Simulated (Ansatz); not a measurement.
# Series on C(110) slab, H on the bottom face, by atomic planes

How do forces, levels, charges and cost change as the structure grows and the share of atoms at its surface or edge shifts?

Computed with Ansatz 0.2.0: Kohn-Sham DFT, LDA, PAW (set soft_2). Every run is a single point, with the atoms held where the recipe put them (cutoff of the plane-wave runs 420 eV, fermi-dirac smearing of 0.05 eV).

First member: diamond-structure C (a = 3.567 Å), (110) slab of 2 atomic planes, 5 x 3 surface cells, H on the broken bonds of the bottom face, 12 Å of vacuum; displaced by a Gaussian of 0.02 Å.

Last member: diamond-structure C (a = 3.567 Å), (110) slab of 8 atomic planes, 5 x 3 surface cells, H on the broken bonds of the bottom face, 12 Å of vacuum; displaced by a Gaussian of 0.02 Å.

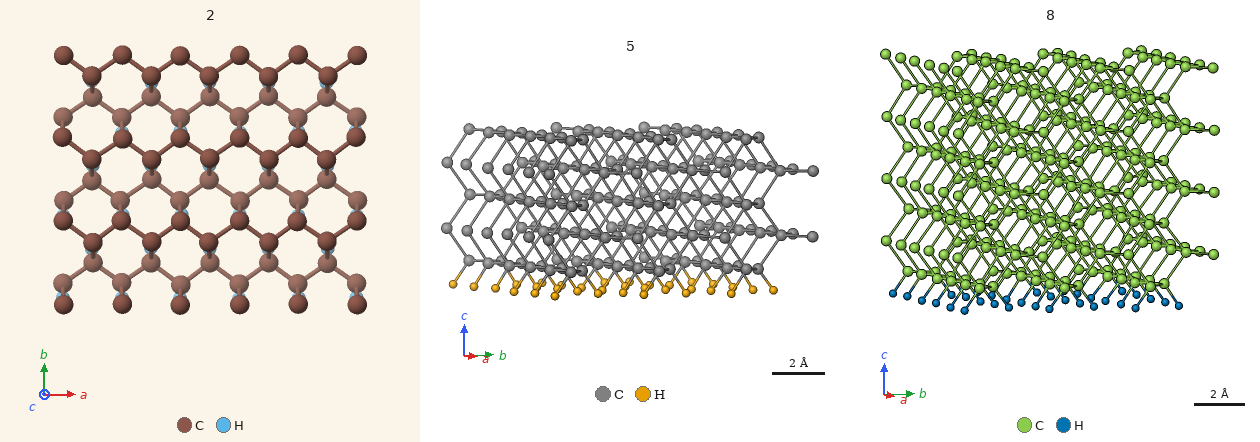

Three members of the series, labelled by atomic planes. Some periodic images of atoms are drawn too.

The members:

| atomic planes | reduced formula | atoms | valence electrons | k-mesh | basis |
| --- | --- | --- | --- | --- | --- |
| 2 | HC2 | 90 | 270 | 1×1×1 | plane waves |
| 3 | HC3 | 120 | 390 | 1×1×1 | plane waves |
| 4 | HC4 | 150 | 510 | 1×1×1 | plane waves |
| 5 | HC5 | 180 | 630 | 1×1×1 | plane waves |
| 6 | HC6 | 210 | 750 | 1×1×1 | plane waves |
| 8 | HC8 | 270 | 990 | 1×1×1 | plane waves |

The input of the first member, without its atom lines; other members have their own cell and atoms, and may differ in mesh, basis and outputs:

```yaml
crystal:
  lattice:
    - [12.61125, 0.0, 0.0]
    - [0.0, 10.701, 0.0]
    - [0.0, 0.0, 14.15111]
  atoms:
    [... 90 lines ...]
kpoints:
  mp_grid: { grid: [1, 1, 1] }
hamiltonian:
  xc: lda
scf:
  occupations: { method: fermi_dirac, width: 0.05 }
output:
  forces: true
  populations: true
  dos:
    method: { smearing: { sigma: 0.15 } }
    de: 0.1
    projected:
      site_lists:
        C: [C]
        H: [H]
        slab: [0, 1, 2, 3, 4, 5, 6, 7, 8, 9, 10, 11, 12, 13, 14, 15, 16, 17, 18, 19, 20, 21, 22, 23, 24, 25, 26, 27, 28, 29, 30, 31, 32, 33, 34, 35, 36, 37, 38, 39, 40, 41, 42, 43, 44, 45, 46, 47, 48, 49, 50, 51, 52, 53, 54, 55, 56, 57, 58, 59]
        hydrogen: [60, 61, 62, 63, 64, 65, 66, 67, 68, 69, 70, 71, 72, 73, 74, 75, 76, 77, 78, 79, 80, 81, 82, 83, 84, 85, 86, 87, 88, 89]
  eigenvalues: true
  write_density: true
  write_potential: true
  volumetric_format: npy
```

Q: What do these runs give, and what do they cost?

Results; charges are mean Löwdin charges in e:

| atomic planes | r.m.s. force (eV/Å) | gap (eV) | q(C) | q(H) |
| --- | --- | --- | --- | --- |
| 2 | 2.16 | 0.714 | -0.04 | +0.15 |
| 3 | 1.86 | 0.611 | -0.03 | +0.17 |
| 4 | 1.67 | 0.647 | -0.02 | +0.17 |
| 5 | 1.55 | 0.613 | -0.01 | +0.16 |
| 6 | 1.48 | 0.670 | -0.01 | +0.17 |
| 8 | 1.36 | 0.593 | -0.00 | +0.16 |

The gap is that between the highest filled and lowest empty Kohn-Sham level on the run's k-points; surface or edge levels can set it, and local or semilocal functionals tend to put gaps under measured ones. The projection misses up to 0.025 e an atom, so the charges add up to more than the cell's charge. Löwdin charges hang on the projection basis and can even invert the polarity of covalent bonds. Each mean runs over all atoms of an element, whatever their surroundings.

Bonds in each cell, which the recipe sets and DFT didn't move; cutoffs follow each cell's own g(r) within set bounds (mean length in Å, and neighbours of the second kind about the first):

| atomic planes | C-C length | C-C count | C-H length | C-H count |
| --- | --- | --- | --- | --- |
| 2 | 1.547 | 3.00 | 1.093 | 0.50 |
| 3 | 1.548 | 3.33 | 1.079 | 0.33 |
| 4 | 1.546 | 3.50 | 1.084 | 0.25 |
| 5 | 1.545 | 3.60 | 1.097 | 0.20 |
| 6 | 1.546 | 3.67 | 1.081 | 0.17 |
| 8 | 1.545 | 3.75 | 1.092 | 0.12 |

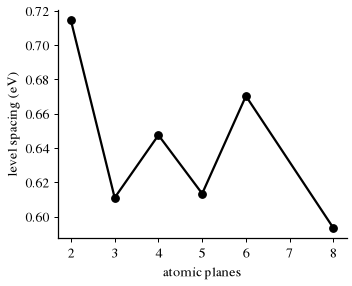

Results against atomic planes.

Cost on 8 threads of Arm Neoverse V1, shared host:

| atomic planes | atoms | basis | k-mesh | SCF cycles | time | host memory (GiB) | Δ force from the first basis (meV/Å) |
| --- | --- | --- | --- | --- | --- | --- | --- |
| 2 | 90 | plane waves | 1×1×1 | 18 | 12 s | 1.5 | - |
| 2 | 90 | support functions | 1×1×1 | 18 | 49 s | 2.9 | 5.0 |
| 3 | 120 | plane waves | 1×1×1 | 17 | 20 s | 1.9 | - |
| 3 | 120 | support functions | 1×1×1 | 26 | 84 s | 3.1 | 4.5 |
| 4 | 150 | plane waves | 1×1×1 | 17 | 31 s | 2.5 | - |
| 4 | 150 | support functions | 1×1×1 | 17 | 85 s | 3.9 | 3.9 |
| 5 | 180 | plane waves | 1×1×1 | 16 | 41 s | 3.0 | - |
| 5 | 180 | support functions | 1×1×1 | 17 | 82 s | 4.3 | 3.5 |
| 6 | 210 | plane waves | 1×1×1 | 11 | 53 s | 3.6 | - |
| 6 | 210 | support functions | 1×1×1 | 17 | 1.7 min | 4.7 | 3.3 |
| 8 | 270 | plane waves | 1×1×1 | 12 | 99 s | 4.9 | - |
| 8 | 270 | support functions | 1×1×1 | 22 | 3.1 min | 5.5 | 2.7 |

Times include the outputs that each run asked for, on hosts shared with other jobs.

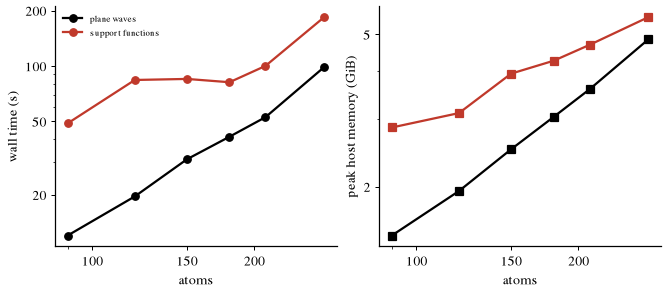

Wall time and memory against the number of atoms.

What the series shows: The gap is lowest at 8 planes (0.593 eV) and highest at 2 planes (0.714 eV), with no steady trend; some meshes are coarse and needn't hold the band edges. The mean charge on C goes from -0.04 e at 2 to -0.00 e at 8 planes. Support functions take 1.9 to 4.3 times the wall time of plane waves (the times hold unlike extra outputs; shared hosts, so rough). The r.m.s. force goes steadily from 2.2 eV/Å at 2 to 1.4 eV/Å at 8 planes. The composition changes with the cut, as the formulas show, and that bears on charges and levels too.

**Limits.** The runs have no spin polarisation, so any moments at edges, vacancies or dangling bonds can't form in them. Beside vacuum, support functions can miss their usual error bounds without a warning. Slabs that bear a dipole have periodic images along the normal, so a spurious field crosses the vacuum. The random displacements of the recipe add to the forces of every member.

[Logs are printed without paths, hosts, clocks, repeated set-up lines and the standing remarks that a program may print on its own settings, such as how far it seeks lower states.]

[Hosts, paths, dates, database ids (printed as entryN), source tags and the programs' standing remarks are cut or masked in the printed files.]
